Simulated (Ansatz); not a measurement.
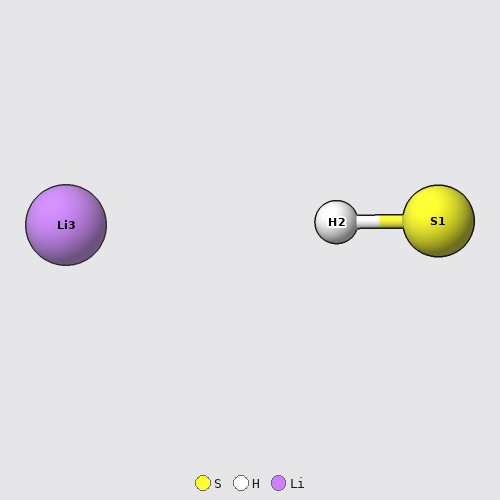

The system is S + HLi, spin multiplicity 3; the picture shows the reference structure. 
- First axis: distance S1–H2. Second axis: distance H2–Li3.
- Nothing is relaxed (the angle S1–H2–Li3 is fixed at 180 degrees).
- Grid: 11 × 11 points.
- Points are written as (first, second).
- Energies are in kcal/mol, from the lowest grid point.
- Energies and slopes of some neighbouring points disagree (a jump in structure or state, or too coarse a mesh). In part of the range the unrestricted reference is strongly spin-contaminated.
- Level of theory: UHF-CCSD(T), frozen core/def2-TZVPD (Ansatz 0.2.0).

Its coordinates:

```json
{"atom": "S", "x (Å)": "-1.3840", "y (Å)": "0.0000", "z (Å)": "0.0000"}
{"atom": "H", "x (Å)": "0.0000", "y (Å)": "0.0000", "z (Å)": "0.0000"}
{"atom": "Li", "x (Å)": "3.6720", "y (Å)": "0.0000", "z (Å)": "0.0000"}
```

Range: distance S1–H2 from 1.088 to 3.488 Å; distance H2–Li3 from 1.272 to 3.672 Å.

Q: What landscape does the calculation give?

A: The lowest grid point is at (1.384 Å, 3.672 Å). It lies on the edge of the grid, but the force there points inwards, so the minimum lies inside the range. The highest grid point, (3.488 Å, 3.672 Å), lies 76 kcal/mol above the lowest.

```
distance H2–Li3 ↓, distance S1–H2 →  1.088  1.208  1.384  1.590  1.817  2.063  2.323  2.598  2.884  3.181  3.488
                              3.672     33      7      0     11     30     49     64     72     75     76     76
                              3.365     33      7      0     11     29     48     61     68     70     71     72
                              3.068     33      8      0     10     28     45     56     62     64     65     66
                              2.782     34      8      0     10     26     41     50     55     57     58     59
                              2.507     35     10      1     10     24     36     43     46     49     50     51
                              2.247     37     11      3     10     21     30     35     38     40     42     43
                              2.001     40     14      5     11     19     24     28     31     33     34     35
                              1.774     44     18      8     13     17     21     23     26     27     29     29
                              1.568     49     24     15     17     19     20     22     24     26     27     28
                              1.392     57     32     24     26     25     25     27     29     30     31     32
                              1.272     66     41     33     37     35     34     35     37     38     39     40
```

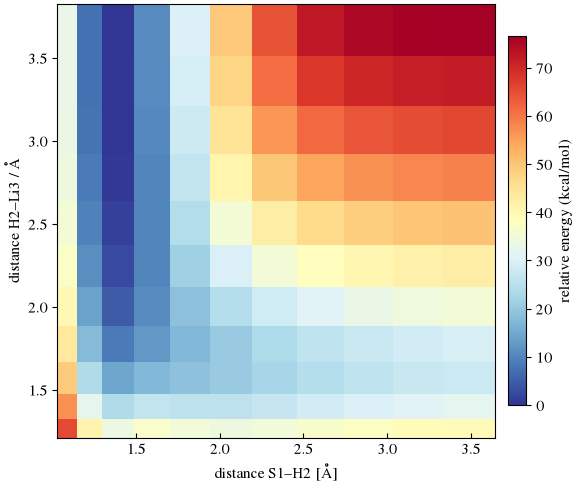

In the figure: one coloured cell a grid point.

Time for the 121 points that were run: 38 min on 1 thread of Arm Neoverse V1, with other jobs on the host.
